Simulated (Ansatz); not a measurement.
# CH7BOSSi: the cost of one run

Computed with Ansatz 0.2.0, Gaussian basis. Level: functionals in def2-TZVPP, the program's frozen cores in correlated methods.

Plan: PBE-D4, r2SCAN-D4, PBE0-D4, B3LYP-D4, ωB97X-V, ωB97M-V, B2PLYP; CCSD(T)/def2-TZVPP; MP2/def2-QZVPP; extrapolation to the limit.

## 1. The geometry

All runs share one geometry, relaxed beforehand with PBE0-D4 in a triple-zeta def2 set.

SMILES `[SiH3]BOCS`, 12 atoms, charge 0, spin multiplicity 1.

Atoms are counted from 1 here; the program's logs count them from 0.

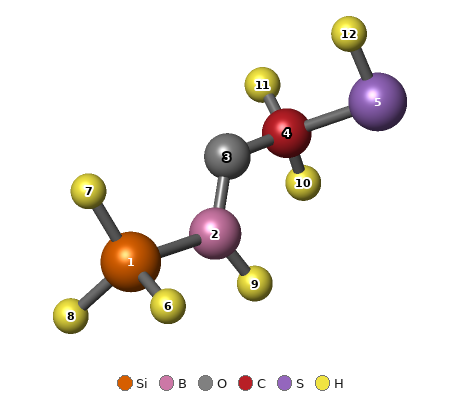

The structure; silicon orange, boron pink, oxygen grey, carbon red, sulfur purple, hydrogen yellow; atoms are numbered from 1 in the order of the file.

Geometry (Å):

```tsv
atom	x (Å)	y (Å)	z (Å)
Si1	-1.65847	-0.79320	1.57995
B2	0.08185	-0.45342	0.60532
O3	0.04754	0.00846	-0.65962
C4	1.23166	0.29278	-1.37630
S5	1.67867	2.03442	-1.34453
H6	-1.70730	0.03272	2.82062
H7	-2.86273	-0.48565	0.76133
H8	-1.72963	-2.22160	2.00334
H9	1.15637	-0.66030	1.11421
H10	2.08390	-0.23568	-0.94092
H11	1.08152	-0.03549	-2.40371
H12	0.67362	2.46176	-2.12567
```

## 2. PBE-D4 (GGA)

in.yaml reads:

```yaml
crystal:
  periodic: [false, false, false]
  atoms:
    - {symbol: Si, position_ang: [-1.658466, -0.793199, 1.579947]}
    - {symbol: B, position_ang: [0.081849, -0.453417, 0.605316]}
    - {symbol: O, position_ang: [0.047542, 0.008464, -0.659624]}
    - {symbol: C, position_ang: [1.231659, 0.292784, -1.376297]}
    - {symbol: S, position_ang: [1.678674, 2.034418, -1.344531]}
    - {symbol: H, position_ang: [-1.707299, 0.032720, 2.820615]}
    - {symbol: H, position_ang: [-2.862729, -0.485649, 0.761326]}
    - {symbol: H, position_ang: [-1.729627, -2.221604, 2.003339]}
    - {symbol: H, position_ang: [1.156367, -0.660300, 1.114210]}
    - {symbol: H, position_ang: [2.083895, -0.235679, -0.940918]}
    - {symbol: H, position_ang: [1.081519, -0.035495, -2.403709]}
    - {symbol: H, position_ang: [0.673617, 2.461757, -2.125674]}
basis:
  gaussian: {orbitals: def2-TZVPP}
hamiltonian: {xc: pbe, dispersion: d4}
output: {forces: true, orbitals: {seedname: orbitals}}
```

Command:

```console
ansatz run in.yaml --threads 4 --pin off --events-out ev --progress --plain --max-ram 10444MiB
```

**Question.** How long does this run take on 4 threads of Arm Neoverse V1, shared host, and how much memory does it need?

About 3.1 s, with a peak of 0.38 GiB.
